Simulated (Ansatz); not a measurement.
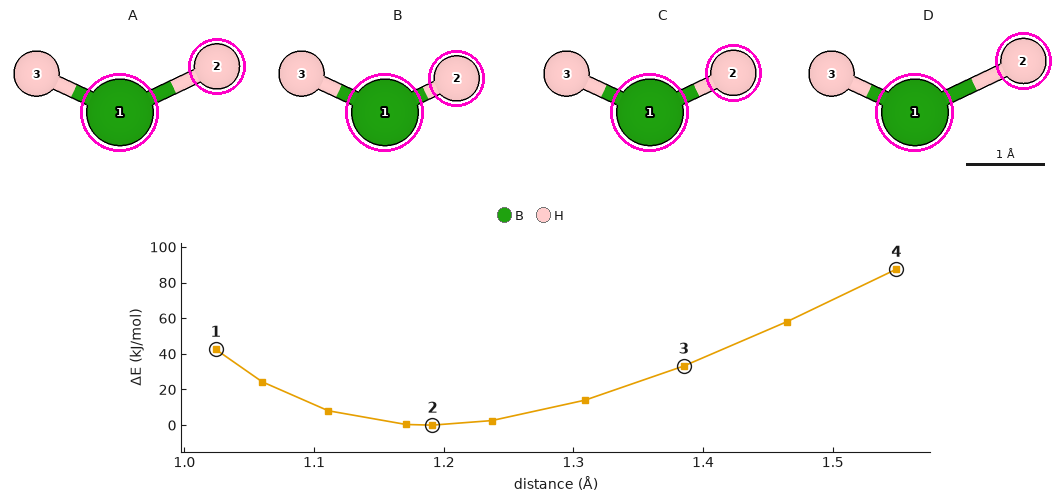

Energy scan for BH2 (multiplicity 2), in which the B1–H2 distance is varied, with the rest of the molecule carried along rigidly. The frames are shuffled; the numbered points of the plot belong to them. A ball-and-stick model, seen face on. The ringed atoms are those of the scanned coordinate.

Computed with Ansatz: CCSD(T), basis def2-TZVPP, on geometries moved rigidly from the minimum at PBE0-D4/def2-TZVP. Coupled cluster with a frozen core. Energies are counted from the PBE0-D4/def2-TZVP minimum geometry at the same level.

### Which frame belongs to which numbered point?

Point 1 is frame B (the distance 1.024 Å, 42.6 kJ/mol); 2 is frame C (the distance 1.191 Å, 0.0 kJ/mol); 3 is frame A (the distance 1.385 Å, 33.1 kJ/mol); 4 is frame D (the distance 1.549 Å, 87.5 kJ/mol). Of the computed points the lowest is at the distance 1.191 Å, 0.0 kJ/mol. The end points stand at 42.6 kJ/mol (1.024 Å) and 87.5 kJ/mol (1.549 Å). The curvature at the lowest point is about 24 eV/Å² (3.9 mdyn/Å). The well is steeper on the short side, as for any bond.
